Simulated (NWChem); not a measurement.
**C2H7N (ethanamine) at 6 levels**

Aim: a comparison of 6 runs (BLYP/cc-pVDZ, PBE/cc-pVDZ, SVWN5/cc-pVDZ, revPBE/cc-pVDZ, CCSD/cc-pVDZ, CCSD(T)/cc-pVDZ) of C2H7N (ethanamine). 

The calculation is run with NWChem 7.3.0.

## 1. The structure to begin with

The species is C2H7N (10 atoms), typed as a singlet with charge 0. SMILES: `CCN`. The coordinates come from a PBE0-D4/def2-TZVP relaxation.

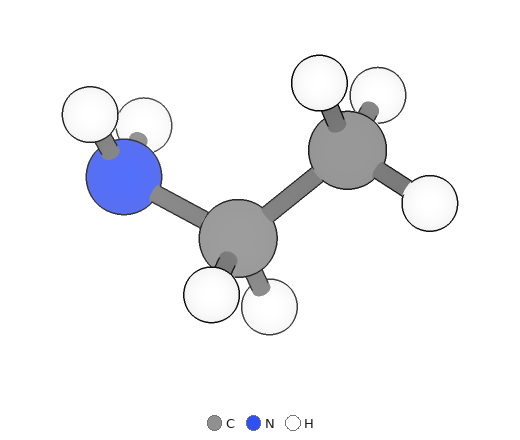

The structure, seen from a chosen angle (carbon grey, nitrogen blue, hydrogen white).

## 2. Energy and gradient at BLYP/cc-pVDZ (run 1)

File work.nw:

```
start work
title "C2H7N"
memory 2200 mb

geometry units angstrom noautosym nocenter noautoz
 C    -0.786000    0.493000   -0.521100
 C     0.079100   -0.652700   -0.018000
 N     1.196800   -0.274900    0.831400
 H    -1.603400    0.130900   -1.151600
 H    -0.194800    1.198600   -1.112400
 H    -1.227000    1.045500    0.313900
 H     0.480900   -1.211500   -0.869300
 H    -0.539300   -1.362800    0.540400
 H     0.864200    0.221000    1.650200
 H     1.812700    0.361800    0.339500
end

basis spherical bse
 * library cc-pVDZ
end

dft
 xc becke88 lyp
 mult 1
 grid xfine
 convergence energy 1e-08
 iterations 100
 mulliken
 print medium
end

task dft gradient
```

On the command line:

```bash
$ nwchem work.nw > work.out
```

Output:

```text
Northwest Computational Chemistry Package (NWChem) 7.3.0
             --------------------------------------------------------

           Job information
           ---------------

    nwchem branch   = 7.3.0
    use scalapack   = T
    input           = work.nw
    prefix          = work.
    data base       = ./work.db
    status          = startup
    nproc           =        1

           Memory information
           ------------------

[... 5 lines left out ...]
    hardfail = no
[... 125 lines left out ...]
  convergence criterion.
[... 38 lines left out ...]
          Spatial weights used:  Erf1
[... 32 lines left out ...]
 1-e energy   =    -341.930708
[... 41 lines left out ...]
           Coulomb energy =      147.671448876087
[... 609 lines left out ...]
          Convergence on density requested:  1.00D-05
[... 24 lines left out ...]
          total energy or number of iterations.
[... 36 lines left out ...]
                 ----------------------------------------
                 |  Time  |  1-e(secs)   |  2-e(secs)   |
                 ----------------------------------------
                 |  CPU   |       0.01   |       4.09   |
                 ----------------------------------------
                 |  WALL  |       0.01   |       4.09   |
                 ----------------------------------------

 Task  times  cpu:       84.2s     wall:       84.2s
 Total times  cpu:       84.3s     wall:       84.3s
```

Run time: 86 s. Hardware: 1 thread of AMD EPYC (Zen 3), shared host; peak memory 0.14 GiB.

## 3. Energy and gradient at PBE/cc-pVDZ (run 2)

File a.xyz:

```xyz
10
C2H7N
C     -0.786000     0.493000    -0.521100
C      0.079100    -0.652700    -0.018000
N      1.196800    -0.274900     0.831400
H     -1.603400     0.130900    -1.151600
H     -0.194800     1.198600    -1.112400
H     -1.227000     1.045500     0.313900
H      0.480900    -1.211500    -0.869300
H     -0.539300    -1.362800     0.540400
H      0.864200     0.221000     1.650200
H      1.812700     0.361800     0.339500
```

File run.py:

```python
from ase.io import read
from ase.calculators.nwchem import NWChem

system = read('a.xyz')

calc = NWChem(
    label='a',
    theory='dft',
    memory='2200 mb',
    basis='cc-pVDZ',
    basispar='spherical bse',
    dft={'xc': 'xpbe96 cpbe96', 'mult': '1', 'grid': 'xfine', 'convergence': 'energy 1e-08', 'iterations': '100', 'mulliken': None},
)
system.calc = calc

forces = system.get_forces()
print(f"energy = {system.get_potential_energy():.6f} eV")
print("forces (eV/A):")
for s, f in zip(system.symbols, forces):
    print(f"{s:2s} {f[0]:10.5f} {f[1]:10.5f} {f[2]:10.5f}")
print("dipole (e A):", system.get_dipole_moment().round(4))
```

On the command line:

```bash
$ export ASE_NWCHEM_COMMAND="nwchem PREFIX.nwi > PREFIX.nwo"
$ python run.py
```

Output:

```text
energy = -3673.104021 eV
forces (eV/A):
C     0.08310   -0.22111    0.03517
C     0.10315    0.40012    0.11822
N     0.20872   -0.92169    0.05878
H    -0.44819   -0.14804   -0.33995
H     0.28930    0.37435   -0.30534
H    -0.23448    0.29717    0.41801
H     0.20168   -0.31244   -0.45030
H    -0.32812   -0.39050    0.28236
H    -0.23675    0.41492    0.50404
H     0.36165    0.50723   -0.32098
dipole (e A): [-0.0833  0.2079 -0.038 ]
```

The calculator wrote a.nwi:

```
title "a"

permanent_dir a

scratch_dir a

start a

geometry units angstrom nocenter noautosym noautoz
  C  -7.8600000000000003e-01 4.9299999999999999e-01 -5.2110000000000001e-01
  C  7.9100000000000004e-02 -6.5269999999999995e-01 -1.7999999999999999e-02
  N  1.1968000000000001e+00 -2.7489999999999998e-01 8.3140000000000003e-01
  H  -1.6033999999999999e+00 1.3089999999999999e-01 -1.1516000000000000e+00
  H  -1.9480000000000000e-01 1.1986000000000001e+00 -1.1124000000000001e+00
  H  -1.2270000000000001e+00 1.0455000000000001e+00 3.1390000000000001e-01
  H  4.8089999999999999e-01 -1.2115000000000000e+00 -8.6929999999999996e-01
  H  -5.3930000000000000e-01 -1.3628000000000000e+00 5.4039999999999999e-01
  H  8.6419999999999997e-01 2.2100000000000000e-01 1.6501999999999999e+00
  H  1.8127000000000000e+00 3.6180000000000001e-01 3.3950000000000002e-01
end

memory 2200 mb

basis spherical bse noprint
   * library cc-pVDZ
end

dft
  xc xpbe96 cpbe96
  mult 1
  grid xfine
  convergence energy 1e-08
  iterations 100
  mulliken
end

task dft gradient
```

a.nwo:

```text
Northwest Computational Chemistry Package (NWChem) 7.3.0
             --------------------------------------------------------

           Job information
           ---------------

    nwchem branch   = 7.3.0
    use scalapack   = T
    input           = a.nwi
    prefix          = a.
    data base       = a/a.db
    status          = startup
    nproc           =        1

           Memory information
           ------------------

[... 5 lines left out ...]
    hardfail = no
[... 109 lines left out ...]
  convergence criterion.
[... 39 lines left out ...]
          Spatial weights used:  Erf1
[... 32 lines left out ...]
 1-e energy   =    -341.930708
[... 41 lines left out ...]
           Coulomb energy =      147.668180946489
[... 609 lines left out ...]
          Convergence on density requested:  1.00D-05
[... 25 lines left out ...]
          total energy or number of iterations.
[... 36 lines left out ...]
                 ----------------------------------------
                 |  Time  |  1-e(secs)   |  2-e(secs)   |
                 ----------------------------------------
                 |  CPU   |       0.01   |       3.97   |
                 ----------------------------------------
                 |  WALL  |       0.01   |       3.97   |
                 ----------------------------------------

 Task  times  cpu:       79.1s     wall:       79.1s
 Total times  cpu:       79.3s     wall:       79.3s
```

Run time: 82 s. Hardware: 1 thread of AMD EPYC (Zen 3), shared host; peak memory 0.14 GiB.

## 4. Energy and forces at SVWN5/cc-pVDZ (run 3)

File mol.nw:

```
start mol
title "C2H7N gradient"
memory 2200 mb
geometry units angstroms noautosym nocenter noautoz
   C       -0.786000       0.493000      -0.521100
   C        0.079100      -0.652700      -0.018000
   N        1.196800      -0.274900       0.831400
   H       -1.603400       0.130900      -1.151600
   H       -0.194800       1.198600      -1.112400
   H       -1.227000       1.045500       0.313900
   H        0.480900      -1.211500      -0.869300
   H       -0.539300      -1.362800       0.540400
   H        0.864200       0.221000       1.650200
   H        1.812700       0.361800       0.339500
end
basis spherical bse
   * library cc-pVDZ
end
dft
   xc slater vwn_5
   mult 1
   grid xfine
   convergence energy 1e-08
   maxiter 100
   mulliken
end
task dft gradient
```

On the command line:

```bash
$ nwchem mol.nw > mol.out
```

Output:

```text
Northwest Computational Chemistry Package (NWChem) 7.3.0
             --------------------------------------------------------

           Job information
           ---------------

    nwchem branch   = 7.3.0
    use scalapack   = T
    input           = mol.nw
    prefix          = mol.
    data base       = ./mol.db
    status          = startup
    nproc           =        1

           Memory information
           ------------------

[... 5 lines left out ...]
    hardfail = no
[... 125 lines left out ...]
  convergence criterion.
[... 38 lines left out ...]
          Spatial weights used:  Erf1
[... 32 lines left out ...]
 1-e energy   =    -341.930708
[... 41 lines left out ...]
           Coulomb energy =      147.622935384851
[... 609 lines left out ...]
          Convergence on density requested:  1.00D-05
[... 24 lines left out ...]
          total energy or number of iterations.
[... 36 lines left out ...]
                 ----------------------------------------
                 |  Time  |  1-e(secs)   |  2-e(secs)   |
                 ----------------------------------------
                 |  CPU   |       0.02   |       4.46   |
                 ----------------------------------------
                 |  WALL  |       0.02   |       4.46   |
                 ----------------------------------------

 Task  times  cpu:       39.7s     wall:       39.7s
 Total times  cpu:       39.8s     wall:       39.8s
```

It took 41 s on 1 thread of AMD EPYC (Zen 3), shared host; peak memory 0.14 GiB.

Runs 4 to 5 aren't shown in full; the table further down has their settings and results.

## 5. A single-point energy at CCSD(T)/cc-pVDZ (run 6)

File a.nw:

```
start a
memory 2200 mb

geometry noautosym nocenter noautoz
  C    -0.786000    0.493000   -0.521100
  C     0.079100   -0.652700   -0.018000
  N     1.196800   -0.274900    0.831400
  H    -1.603400    0.130900   -1.151600
  H    -0.194800    1.198600   -1.112400
  H    -1.227000    1.045500    0.313900
  H     0.480900   -1.211500   -0.869300
  H    -0.539300   -1.362800    0.540400
  H     0.864200    0.221000    1.650200
  H     1.812700    0.361800    0.339500
end

basis spherical bse
  C library cc-pVDZ
  N library cc-pVDZ
  H library cc-pVDZ
end

scf
  thresh 1e-08
  maxiter 80
end

ccsd
  freeze core 3
  maxiter 60
end

task ccsd(t) energy
```

On the command line:

```bash
$ nwchem a.nw > a.out
```

Output:

```text
Northwest Computational Chemistry Package (NWChem) 7.3.0
             --------------------------------------------------------

           Job information
           ---------------

    nwchem branch   = 7.3.0
    use scalapack   = T
    input           = a.nw
    prefix          = a.
    data base       = ./a.db
    status          = startup
    nproc           =        1

           Memory information
           ------------------

[... 5 lines left out ...]
    hardfail = no
[... 143 lines left out ...]
         Quadratically convergent ROHF
[... 19 lines left out ...]
      Two-electron energy =    127.836248343393
[... 243 lines left out ...]
 Total MP2 energy:           -134.730838203649313
[... 21 lines left out ...]
  Failed reading restart vector from ./a.t2
[... 3 lines left out ...]
             energy      energy      error      ampl     ampl      Block
[... 13 lines left out ...]
 Total CCSD energy:           -134.774123966819218
[... 39 lines left out ...]
 Total CCSD+T(CCSD) energy:           -134.787758544212352
[... 1 line left out ...]
 CCSD corr. energy:                     -0.511703182979665
 (T) corr. energy:                      -0.013336985045567
 Total CCSD(T) energy:                -134.787460951864801

 routine      calls  cpu(0)   cpu-min  cpu-ave  cpu-max   i/o
 aoccsd          1     0.03     0.03     0.03     0.03    0.00
 iterdrv         1     0.05     0.05     0.05     0.05    0.00
 pampt          11     0.26     0.26     0.26     0.26    0.00
[... 16 lines of this table left out ...]
 Total               160.59   160.59   160.59   160.59    0.00

 Task  times  cpu:      198.0s     wall:      198.0s
 Total times  cpu:      198.2s     wall:      198.2s
```

Wall time 3.3 min (1 thread of AMD EPYC (Zen 3), shared host); peak memory 0.19 GiB.

## 6. Overview of the runs

| run | level | task | integration grid | SCF iteration cap | energy (Eh) | dipole moment (D) | HOMO energy (eV) | LUMO energy (eV) | wall time |
| --- | --- | --- | --- | --- | --- | --- | --- | --- | --- |
| 1 | BLYP/cc-pVDZ | gradient | xfine | 100 | -135.088522 | 1.06 | -4.80 | 1.00 | 86 s |
| 2 | PBE/cc-pVDZ | gradient | xfine | 100 | -134.984084 | 1.09 | -4.93 | 1.04 | 82 s |
| 3 | SVWN5/cc-pVDZ | gradient | xfine | 100 | -133.939512 | 1.14 | -5.00 | 0.86 | 41 s |
| 4 | revPBE/cc-pVDZ | gradient | xfine | 100 | -135.129881 | 1.08 | -4.90 | 1.13 | 80 s |
| 5 | CCSD/cc-pVDZ | energy | – | 80 | -134.774124 | – | – | – | 3.2 min |
| 6 | CCSD(T)/cc-pVDZ | energy | – | 80 | -134.787461 | – | -10.41 | 4.92 | 3.3 min |

## 7. Outcome

```
                                          quantity          value
                               run 6: total energy  -134.78746 Eh
        run 6: HOMO energy (Hartree–Fock orbitals)      -10.41 eV
        run 6: LUMO energy (Hartree–Fock orbitals)        4.92 eV
      run 6: HOMO–LUMO gap (Hartree–Fock orbitals)       15.33 eV
run 6: correlation energy (3 core orbitals frozen)     -525.0 mEh
                             run 6: (T) correction     -13.34 mEh
```

In words: Among the runs that give it from their own density at one geometry, the dipole moment runs from 1.06 D (BLYP/cc-pVDZ) to 1.14 D (SVWN5/cc-pVDZ). Among the runs that give it from their own density at one geometry, the HOMO–LUMO gap runs from 5.80 eV (BLYP/cc-pVDZ) to 6.03 eV (revPBE/cc-pVDZ). Totals of different functionals can't be ranked against each other. All runs together took 11 min, the longest 3.3 min.
